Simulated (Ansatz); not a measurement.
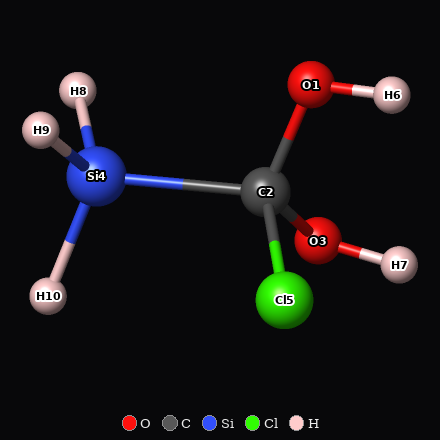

The system is CH₅ClO₂Si, SMILES OC(O)([SiH3])Cl; the picture shows the reference structure. Coordinates scanned: (1) dihedral Si4–C2–O3–H7; (2) dihedral H6–O1–C2–Si4. Nothing is relaxed (all other coordinates rigid). The grid has 10 × 10 points. Points are written as (first, second). Energies: kJ/mol, counted from the relaxed molecule at the same level. These are results of RKS PBE0-D4/def2-SVP (Ansatz 0.2.0), not measurements.

Its coordinates:

```yaml
atoms:
  - { symbol: O, position_ang: [-0.9347, 1.2002, -0.4215] }
  - { symbol: C, position_ang: [0.1440, 0.3762, -0.2631] }
  - { symbol: O, position_ang: [0.7059, -0.0770, -1.4236] }
  - { symbol: Si, position_ang: [-0.3485, -1.1193, 0.8368] }
  - { symbol: Cl, position_ang: [1.4551, 1.3252, 0.6734] }
  - { symbol: H, position_ang: [-0.6543, 2.0422, -0.8085] }
  - { symbol: H, position_ang: [1.1298, 0.6553, -1.8943] }
  - { symbol: H, position_ang: [-1.3961, -1.9032, 0.1208] }
  - { symbol: H, position_ang: [-0.8811, -0.5965, 2.1242] }
  - { symbol: H, position_ang: [0.8630, -1.9542, 1.0589] }
```

Range: dihedral Si4–C2–O3–H7 from −180 to 144°; dihedral H6–O1–C2–Si4 from −180 to 144°.

> What landscape does the calculation give?

The lowest grid point is at (−144°, −180°), 1.1 kJ/mol from the relaxed molecule at the same level. The bottom of the well lies between grid points, at about (−170°, 170°), about 0.75 kJ/mol lower on the interpolated surface. The highest grid point, (72°, −72°), lies 50.2 kJ/mol above the lowest. Round the minimum the valley is strongly tilted: raising dihedral Si4–C2–O3–H7 shifts the best value of dihedral H6–O1–C2–Si4 upwards (coupling k₁₂/√(k₁₁k₂₂) about −0.8).

```tsv
dihedral H6–O1–C2–Si4 ↓, dihedral Si4–C2–O3–H7 →	−180	−144	−108	−72	−36	0	36	72	108	144
144	1.1	7.6	15.7	14.0	15.5	23.1	22.8	19.3	14.1	5.6
108	4.1	15.7	28.2	26.7	25.5	31.3	31.8	28.9	20.9	8.0
72	3.6	14.0	26.7	27.8	28.9	34.1	32.6	28.9	21.8	8.8
36	8.6	15.5	25.5	28.9	34.8	41.6	37.8	31.6	25.1	14.3
0	16.8	23.1	31.3	34.1	41.6	51.0	48.2	41.4	33.4	22.1
−36	15.2	22.8	31.8	32.6	37.8	48.2	49.9	47.1	38.3	22.3
−72	13.0	19.3	28.9	28.9	31.6	41.4	47.1	51.3	46.3	25.8
−108	14.4	14.2	20.9	21.8	25.1	33.4	38.3	46.3	50.6	33.3
−144	10.6	5.6	8.0	8.8	14.3	22.1	22.3	25.7	33.3	26.8
−180	2.1	1.1	4.1	3.5	8.6	16.8	15.2	13.0	14.4	10.6
```

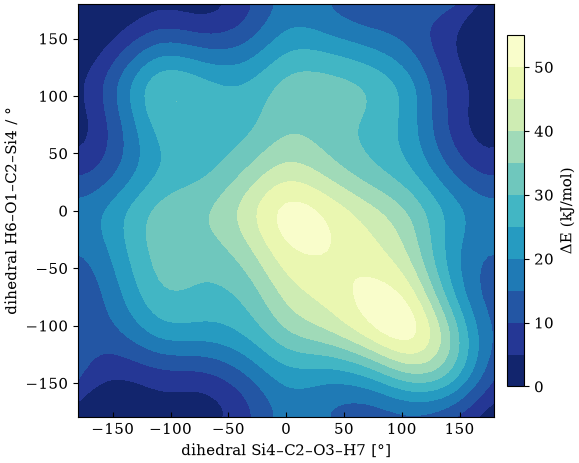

The picture shows filled contours. Between grid points the surface is interpolated.

The whole map (100 points run) took 8.2 min on 1 thread of Arm Neoverse V2, with other jobs on the host.
